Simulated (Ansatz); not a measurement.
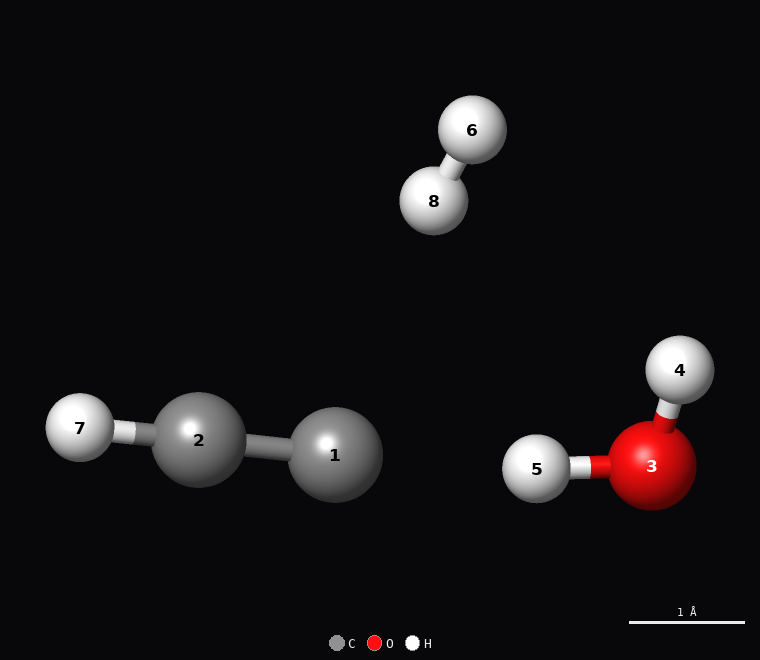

The species has charge −1 and is a spin singlet. The computed structure is the end point of a PBE0-D4/def2-TZVPD optimisation. No frequency run is at hand to confirm it as a minimum.

> What is the geometry at C2?

C2 has 2 neighbours (C1 at 1.23, H7 at 1.07 Å); the arrangement is linear.

> Describe the coordination of atom 3.

O3 has 2 neighbours (H4 at 0.96, H5 at 1.02 Å); the arrangement is bent.
